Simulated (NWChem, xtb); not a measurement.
SiH2F2 (SiF2H2): methods side by side

SiH2F2: 5 atoms, total charge 0, spin state singlet. As SMILES, `[H][Si]([H])(F)F`. The shape is that of a GFN2-xTB optimisation.

Each level gives the dipole moment (D). The values are calculated.

```json
{"level": "GFN2-xTB", "kind": "semi-empirical", "program": "xtb", "value (D)": "2.29", "CPU time": "under 2 s"}
{"level": "GFN0-xTB", "kind": "semi-empirical", "program": "xtb", "value (D)": "2.19", "CPU time": "under 2 s"}
{"level": "GFN1-xTB", "kind": "semi-empirical", "program": "xtb", "value (D)": "1.96", "CPU time": "under 2 s"}
{"level": "HF/3-21G", "kind": "Hartree–Fock", "program": "NWChem", "value (D)": "2.80", "CPU time": "1.2 s"}
{"level": "HF/def2-SVP", "kind": "Hartree–Fock", "program": "NWChem", "value (D)": "2.38", "CPU time": "2.6 s"}
{"level": "PBE/STO-3G", "kind": "GGA", "program": "NWChem", "value (D)": "0.91", "CPU time": "2.8 s"}
{"level": "G96LYP/def2-SVPD (density fitting with weigend coulomb fitting)", "kind": "GGA", "program": "NWChem", "value (D)": "1.96", "CPU time": "4.4 s"}
{"level": "PBE/pcseg-2", "kind": "GGA", "program": "NWChem", "value (D)": "1.93", "CPU time": "26 s"}
{"level": "PKZB/6-311G (density fitting with weigend coulomb fitting)", "kind": "meta-GGA", "program": "NWChem", "value (D)": "2.62", "CPU time": "2.3 s"}
{"level": "TPSSh/STO-3G", "kind": "hybrid meta-GGA", "program": "NWChem", "value (D)": "1.04", "CPU time": "4 s"}
```

The values span 0.91 to 2.80 D. Magnitudes only. Sets without polarisation functions give poor dipoles. CPU times are rough (shared hosts, several kinds of processor and program).

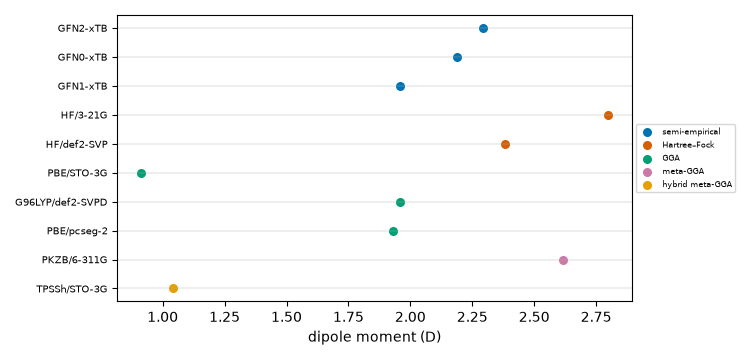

The values of the table, level by level.
